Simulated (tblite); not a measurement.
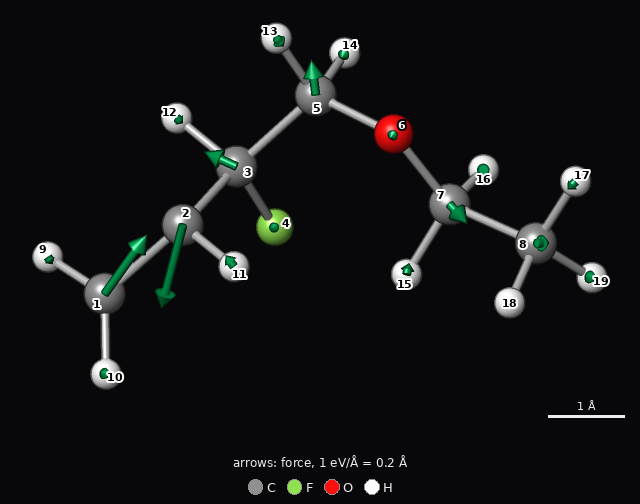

Starting geometry of C6H11FO (charge +1, multiplicity 2) with the computed forces as green arrows. A ball-and-stick model, seen at a tilt.

These are results of GFN2-xTB geometry optimisation, gas phase in tblite, not measurements. 

> Is this structure relaxed? If not, where do the atoms go?

It isn't relaxed: the largest force vector, on C2, is 6.37 eV/Å. The final displacements have little in common with the starting forces (cosine between the two patterns 0.23). The atom that moves furthest after the best rigid fit is H11 (1.58 Å). By element the largest moves are H 1.58 Å, C 0.87 Å, O 0.52 Å, F 0.50 Å. Among the contacts that change: C1–C2 1.502 → 1.335 Å, C3–C5 1.499 → 1.599 Å, C5–H13 1.129 → 1.092 Å, C5–H14 1.132 → 1.097 Å. Among the angles between lasting bonds that change: C1–C2–C3 110.5° → 122.9°, C1–C2–H11 111.6° → 121.4°, C2–C3–H12 105.4° → 113.1°. Groups turn about C5–O6 by about 25°. After 136 geometry steps the energy has fallen by 1.932 eV.
